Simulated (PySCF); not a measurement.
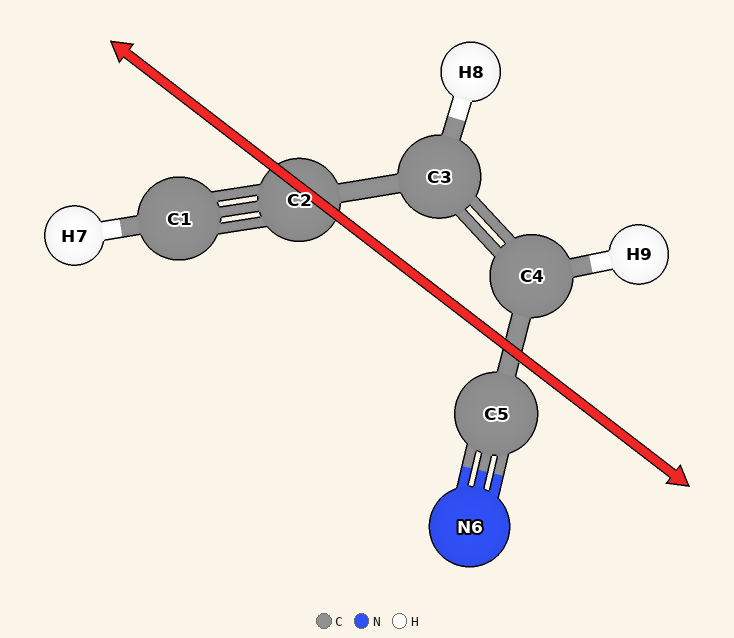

The double arrow shows the direction of the transition dipole to excited singlet state 2 (its length means nothing). Computed geometry: GFN2-xTB optimisation. No frequency run is at hand to confirm it as a minimum. Level of theory: TDDFT ωB97X-D/def2-SVPD, vertical, gas phase, core orbitals frozen in the response (PySCF 2.14.0).

Question: How is the transition polarised?

Answer: In the molecular plane, nearly parallel to the C3–C4 bond.

Question: Where does the transition lie, and how strong is it?

Answer: 5.09 eV (244 nm), oscillator strength 0.33, mainly HOMO → LUMO (weight 0.92); transition dipole 4.14 D.
